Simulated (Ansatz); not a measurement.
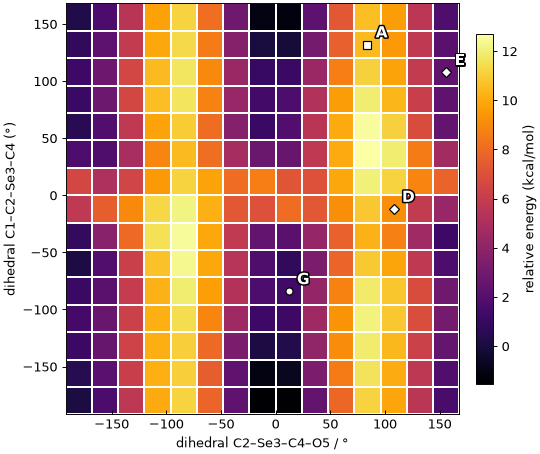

C₃H₄OSe, SMILES C=C[Se]C=O. Coordinates scanned: (1) dihedral C2–Se3–C4–O5; (2) dihedral C1–C2–Se3–C4. Nothing is relaxed (all other coordinates rigid). The grid has 15 × 15 points. Energies are in kcal/mol, from the relaxed molecule at the same level. Energies and slopes of some neighbouring points disagree (a jump in structure or state, or too coarse a mesh). Theory: RKS PBE0-D4/def2-SVP (Ansatz).

Drawn: one coloured cell a grid point, lettered points.

Q: Rank the lettered points by energy, lowest first.

A: G (1.3 kcal/mol), E (2.4 kcal/mol), D (9.1 kcal/mol), A (10.5 kcal/mol).
